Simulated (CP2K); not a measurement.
# CH4OSeSi (SMILES C1O[SiH2][Se]1) at GFN1-xTB

Aim: the energy difference between two shapes of CH4OSeSi at GFN1-xTB, from 2 runs. Input form: an ASE script.

Program for the calculation: CP2K 2026.2.

4 further runs of the same task are left out: 2 that didn't finish, 2 set aside as unsound or not needed.

### Step 1. The structure to begin with

CH4OSeSi has 8 atoms, charge 0, and is taken as a singlet. As SMILES, `C1O[SiH2][Se]1`. The shape comes from GFN2-xTB, which is rough for such elements, and wasn't checked as a minimum.

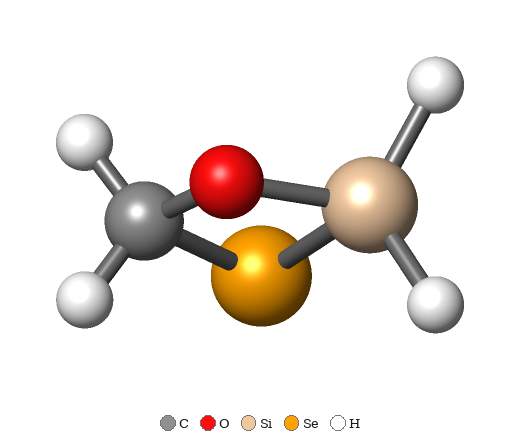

The structure, seen from a chosen angle (carbon grey, oxygen red, silicon light orange, selenium orange, hydrogen white).

### Step 2. Energy and forces at GFN1-xTB

molecule.xyz reads:

```xyz
8

C     -0.360480     1.107440    -0.207460
O      0.255900     0.409490     0.827860
Si     0.401240    -1.130660     0.289580
Se    -0.610890    -0.285890    -1.594250
H      0.280960     1.911050    -0.576680
H     -1.322080     1.516160     0.111480
H      1.796010    -1.490440     0.096310
H     -0.440660    -2.037150     1.053150
```

job.py reads:

```python
import numpy as np
from ase.io import read
from ase.calculators.cp2k import CP2K

atoms = read("molecule.xyz")
atoms.set_cell([15.1, 15.9, 14.6])
atoms.center()
cp2k_input = """
&FORCE_EVAL
   METHOD QS
   &DFT
      CHARGE 0
      MULTIPLICITY 1
      &QS
         METHOD XTB
         EPS_DEFAULT 1.0E-10
         &XTB
            GFN_TYPE 1
            CHECK_ATOMIC_CHARGES F
         &END XTB
      &END QS
      # cluster boundary conditions
      &POISSON
         PERIODIC NONE
         POISSON_SOLVER ANALYTIC
      &END POISSON
      &SCF
         SCF_GUESS ATOMIC
         EPS_SCF 1.0E-06
         MAX_SCF 100
         ADDED_MOS 4
         &DIAGONALIZATION
            ALGORITHM STANDARD
         &END DIAGONALIZATION
         &MIXING
            METHOD BROYDEN_MIXING
            ALPHA 0.2
            NBUFFER 8
         &END MIXING
         &SMEAR ON
            METHOD FERMI_DIRAC
            ELECTRONIC_TEMPERATURE [K] 300
         &END SMEAR
      &END SCF
      &PRINT
         &MOMENTS
            PERIODIC F
            REFERENCE COM
            MAX_MOMENT 1
         &END MOMENTS
         &MO ON
            ENERGIES T
            OCCUPATION_NUMBERS T
            NDIGITS 6
            &EACH
               QS_SCF 0
            &END EACH
            ADD_LAST NUMERIC
         &END MO
         &HIRSHFELD OFF
         &END HIRSHFELD
      &END PRINT
   &END DFT
   # structure
   &SUBSYS
   &END SUBSYS
&END FORCE_EVAL
"""
calc = CP2K(command="cp2k.psmp -s", label="job", inp=cp2k_input, basis_set=None, basis_set_file=None, potential_file=None, pseudo_potential=None, xc=None, cutoff=None, max_scf=None, charge=None, uks=False,
            force_eval_method=None, print_level="LOW", poisson_solver=None, stress_tensor=False)
atoms.calc = calc
e = atoms.get_potential_energy()
f = atoms.get_forces()
print(f"energy = {e:.6f} eV")
print("forces (eV/angstrom):")
for s, v in zip(atoms.get_chemical_symbols(), f):
    print(f"{s:2s} {v[0]:10.5f} {v[1]:10.5f} {v[2]:10.5f}")
```

Launch:

```bash
$ OMP_NUM_THREADS=1 python job.py
```

What it wrote:

```text
energy = -387.855841 eV
forces (eV/angstrom):
C    -0.57127    0.56577   -1.02253
O     0.55240   -0.20167    1.18049
Si   -0.48461   -0.02753   -1.14183
Se    0.29966   -0.27287    0.55540
H    -0.03160    0.02488    0.06622
H     0.05238    0.04493    0.02662
H    -0.18877   -0.13760    0.28901
H     0.37180    0.00408    0.04662
```

job.out:

```text
CP2K| version string:                                       CP2K version 2026.2
 CP2K| Input file name                                                   job.inp

 GLOBAL| Basis set file name                                           BASIS_SET
 GLOBAL| Potential file name                                           POTENTIAL
 GLOBAL| Coordinate file name                                      __STD_INPUT__
 GLOBAL| Method name                                                        CP2K
 GLOBAL| Project name                                                        job
 GLOBAL| Run type                                                   ENERGY_FORCE
 GLOBAL| FFT library                                                       FFTW3
 GLOBAL| Diagonalization library                                       ScaLAPACK
 GLOBAL| Global print level                                                  LOW
 GLOBAL| Total number of message passing processes                             1
 GLOBAL| Number of threads for this process                                    1
 GLOBAL| CPU model name                                                  UNKNOWN

 GENERATE|  Preliminary Number of Bonds generated:                             0
 GENERATE|  Achieved consistency in connectivity generation.

[... 6 lines left out ...]
 *** WARNING in qs_kind_types.F:2330 :: Information provided in the input ***
[... 55 lines left out ...]
  Step     Update method      Time    Convergence         Total energy    Change
[... 40 lines left out ...]
  Repulsive potential energy:                                   0.08623760535851
[... 2 lines left out ...]
  Dispersion energy:                                           -0.00275608515869
[... 4 lines left out ...]
  Total energy:                                               -14.25344086178475
[... 3 lines left out ...]
 TB_DIPOLE| Ref. Point [Bohr]      13.31848442      14.67267916      12.86193089
[... 2 lines left out ...]
 TB_DIPOLE| Derivative [a.u.]       0.00000000       0.00000000       0.00000000
[... 39 lines left out ...]
 -------------------------------------------------------------------------------
```

Run time: 0.97 s. Hardware: 1 thread of Arm Neoverse V1, shared host.

### Step 3. The distorted shape

molecule.xyz reads:

```xyz
8

C     -0.405454     1.032496    -0.159344
O      0.224826     0.417171     0.778478
Si     0.347929    -1.115707     0.226112
Se    -0.589063    -0.352596    -1.689617
H      0.319375     1.874481    -0.560353
H     -1.321229     1.515509     0.121378
H      1.754602    -1.601440     0.029328
H     -0.496387    -2.072881     0.992410
```

cp2k_ase.py reads:

```python
import numpy as np
from ase.io import read
from ase.calculators.cp2k import CP2K

atoms = read("molecule.xyz")
atoms.set_cell([15.1, 15.9, 14.7])
atoms.center()
template = """
&FORCE_EVAL
 METHOD QS
 &DFT
  &QS
   METHOD XTB
   EPS_DEFAULT 1.0E-10
   &XTB
    GFN_TYPE 1
    CHECK_ATOMIC_CHARGES F
   &END XTB
  &END QS
  &POISSON
   PERIODIC NONE
   POISSON_SOLVER ANALYTIC
  &END POISSON
  &SCF
   SCF_GUESS ATOMIC
   EPS_SCF 1.0E-06
   MAX_SCF 100
   ADDED_MOS 4
   &DIAGONALIZATION
    ALGORITHM STANDARD
   &END DIAGONALIZATION
   &MIXING
    METHOD BROYDEN_MIXING
    ALPHA 0.2
    NBUFFER 8
   &END MIXING
   &SMEAR ON
    METHOD FERMI_DIRAC
    ELECTRONIC_TEMPERATURE [K] 300
   &END SMEAR
  &END SCF
  &PRINT
   &MOMENTS
    PERIODIC F
    REFERENCE COM
    MAX_MOMENT 1
   &END MOMENTS
   &MO ON
    ENERGIES T
    OCCUPATION_NUMBERS T
    NDIGITS 6
    &EACH
     QS_SCF 0
    &END EACH
    ADD_LAST NUMERIC
   &END MO
   &HIRSHFELD OFF
   &END HIRSHFELD
  &END PRINT
 &END DFT
 &SUBSYS
 &END SUBSYS
&END FORCE_EVAL
"""
cp2k = CP2K(command="cp2k.psmp -s", label="molecule", inp=template, basis_set=None, basis_set_file=None, potential_file=None, pseudo_potential=None, xc=None, cutoff=None, max_scf=None, charge=None, uks=False,
            force_eval_method=None, print_level="LOW", poisson_solver=None, stress_tensor=False)
atoms.calc = cp2k
e = atoms.get_potential_energy()
f = atoms.get_forces()
print(f"energy = {e:.6f} eV")
print("forces (eV/angstrom):")
for s, v in zip(atoms.get_chemical_symbols(), f):
    print(f"{s:2s} {v[0]:10.5f} {v[1]:10.5f} {v[2]:10.5f}")
```

Launch:

```bash
$ OMP_NUM_THREADS=1 python cp2k_ase.py
```

What it wrote:

```text
energy = -387.271651 eV
forces (eV/angstrom):
C     0.12765    3.99163   -5.56213
O     2.17467   -2.60693    4.62729
Si    0.10103   -1.54278   -1.11356
Se    0.06792    0.46493    1.31670
H    -1.50892   -1.03595    0.24039
H    -0.78665    0.02513    0.16685
H    -0.74754    0.27641    0.46583
H     0.57184    0.42758   -0.14136
```

molecule.out:

```text
CP2K| version string:                                       CP2K version 2026.2
 CP2K| Input file name                                              molecule.inp

 GLOBAL| Basis set file name                                           BASIS_SET
 GLOBAL| Potential file name                                           POTENTIAL
 GLOBAL| Coordinate file name                                      __STD_INPUT__
 GLOBAL| Method name                                                        CP2K
 GLOBAL| Project name                                                   molecule
 GLOBAL| Run type                                                   ENERGY_FORCE
 GLOBAL| FFT library                                                       FFTW3
 GLOBAL| Diagonalization library                                       ScaLAPACK
 GLOBAL| Global print level                                                  LOW
 GLOBAL| Total number of message passing processes                             1
 GLOBAL| Number of threads for this process                                    1
 GLOBAL| CPU model name                                                  UNKNOWN

 GENERATE|  Preliminary Number of Bonds generated:                             0
 GENERATE|  Achieved consistency in connectivity generation.

[... 6 lines left out ...]
 *** WARNING in qs_kind_types.F:2330 :: Information provided in the input ***
[... 55 lines left out ...]
  Step     Update method      Time    Convergence         Total energy    Change
[... 60 lines left out ...]
  Repulsive potential energy:                                   0.08869992124865
[... 2 lines left out ...]
  Dispersion energy:                                           -0.00275802231392
[... 4 lines left out ...]
  Total energy:                                               -14.23197199207943
[... 3 lines left out ...]
 TB_DIPOLE| Ref. Point [Bohr]      13.34499209      14.66205735      12.97311607
[... 2 lines left out ...]
 TB_DIPOLE| Derivative [a.u.]       0.00000000       0.00000000       0.00000000
[... 39 lines left out ...]
 -------------------------------------------------------------------------------
```

Run time: 0.99 s. Hardware: 1 thread of Arm Neoverse V1, shared host.

### Step 4. Results

Level: GFN1-xTB.

| quantity | value |
| --- | --- |
| first shape: total energy | -14.25344 Eh |
| first shape: dipole moment (from atomic charges alone) | 1.49 D |
| first shape: HOMO energy | -10.46 eV |
| first shape: LUMO energy | -5.82 eV |
| first shape: HOMO–LUMO gap | 4.64 eV |
| first shape: dispersion energy | -7.24 kJ/mol |
| distorted shape: total energy | -14.23197 Eh |
| distorted shape: dipole moment (from atomic charges alone) | 1.26 D |
| distorted shape: HOMO energy | -10.46 eV |
| distorted shape: LUMO energy | -6.17 eV |
| distorted shape: HOMO–LUMO gap | 4.29 eV |
| distorted shape: dispersion energy | -7.24 kJ/mol |
| energy change with the atoms displaced | 0.584 eV |

In words: With the atoms displaced the energy rises by 0.58 eV (56.4 kJ/mol). The first shape isn't relaxed at this level, so the change isn't measured from a minimum. The dipole (first shape) comes from point charges on the atoms alone, without atomic dipoles, so it is partial. The dipole (distorted shape) comes from point charges on the atoms alone, without atomic dipoles, so it is partial.
